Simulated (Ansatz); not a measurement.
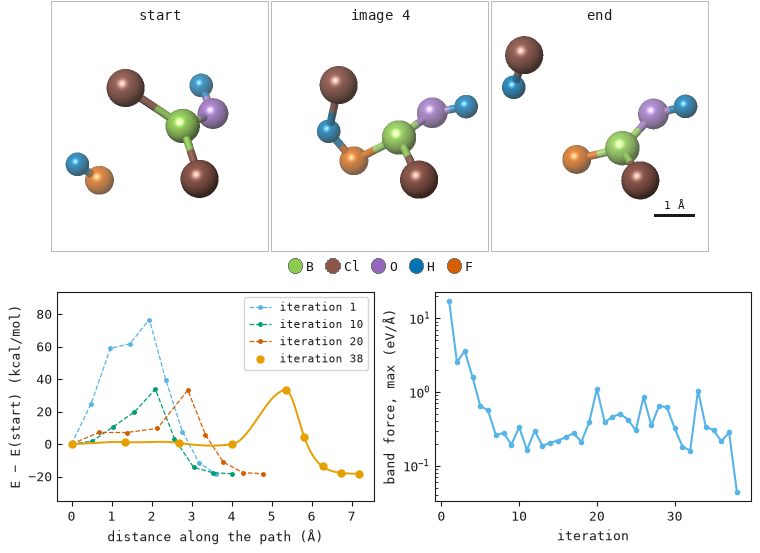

NEB run on BH$_{2}$OCl$_{2}$F, made up at the start of BHOCl2 and HF. Images are numbered from 0 (start) to 8 (end). The plot follows the band through its iterations. The picture is a ball-and-stick view, seen from a free direction.

These are results of RHF/def2-SVP in Ansatz, not measurements. Run with 7 movable images; climbing image; force threshold 0.05 eV/Å; iteration limit 60; starting path through a guess of the saddle point.

Judge this run.

The run is converged, with reservations. The band converged in 38 iterations. The largest component of the band force went from 17 to 0.044 eV/Å. The climbing image converged on the top of the path. Its vibrational analysis gives one imaginary mode (1213i cm⁻¹), as a transition state must have. The first iteration put the highest image at 76.7 kcal/mol. Forward barrier 33.2 kcal/mol, backward barrier 51.4 kcal/mol, with image 4 at the top; the reaction energy is −18.3 kcal/mol.

Limits of the set-up: the start holds two separate molecules, 2.8 Å apart at their closest, whose relative position is a soft coordinate and is computed without a dispersion correction; Hartree-Fock leaves out electron correlation.
